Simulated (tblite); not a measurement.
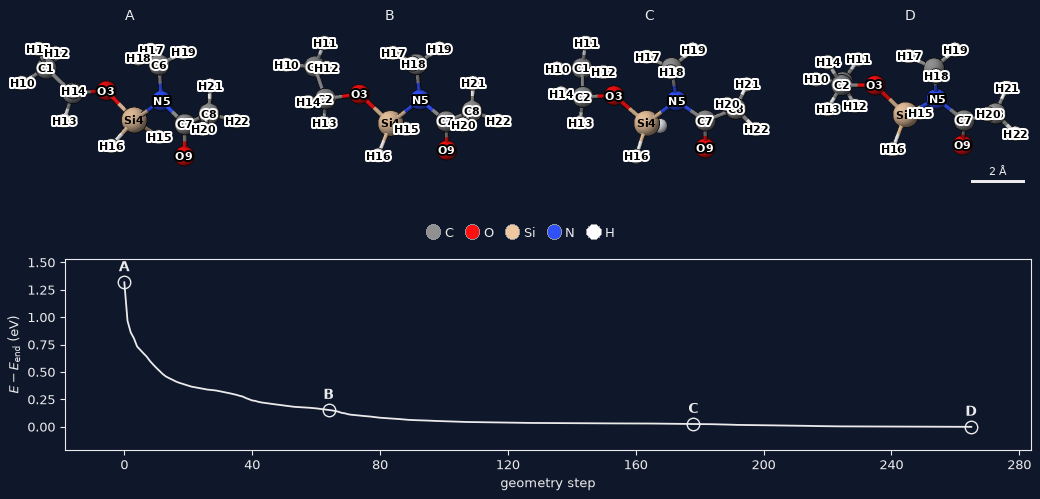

Frames of a relaxation of C$_{5}$H$_{13}$NO$_{2}$Si, marked on the history of the run. Style: ball-and-stick. Shown at a tilt.

These are results of GFN2-xTB geometry optimisation, gas phase in tblite 0.8.0, not measurements. 

### What happens along the run?

The energy falls by 1.319 eV in 265 geometry steps. The atom that moves furthest after the best rigid fit is H11 (2.29 Å). Largest moves by element: H 2.29 Å, O 1.48 Å, C 1.02 Å, Si 0.57 Å, N 0.37 Å. Among the contacts that change: Si4–O9 2.795 → 2.476 Å, N5–C7 1.423 → 1.337 Å, O3–Si4 1.706 → 1.628 Å, C7–O9 1.277 → 1.226 Å. Bond angles that change, for instance: O3–Si4–N5 113.8° → 98.3°, C2–O3–Si4 111.1° → 126.6°, Si4–N5–C7 116.1° → 107.0°. Groups turn about C2–O3 by about 120°, O3–Si4 by about 75°, C7–C8 by about 55°. From step 0 to 64: H11 moves most (1.12 Å), energy −1.165 eV. From step 64 to 178: H21 moves most (1.03 Å), energy −0.129 eV. From step 178 to 265: H12 moves most (1.19 Å), energy −0.026 eV.

```tsv
step	E − E(0), eV
0	0.0000
1	-0.3515
2	-0.4569
3	-0.5105
4	-0.5859
5	-0.6175
6	-0.6482
7	-0.6782
8	-0.7173
9	-0.7496
10	-0.7801
23	-0.9627
37	-1.0419
50	-1.1241
64	-1.1646
77	-1.2250
91	-1.2581
104	-1.2718
117	-1.2799
131	-1.2840
144	-1.2869
158	-1.2877
171	-1.2904
184	-1.2948
198	-1.3035
211	-1.3086
225	-1.3146
238	-1.3156
252	-1.3180
265	-1.3189
```
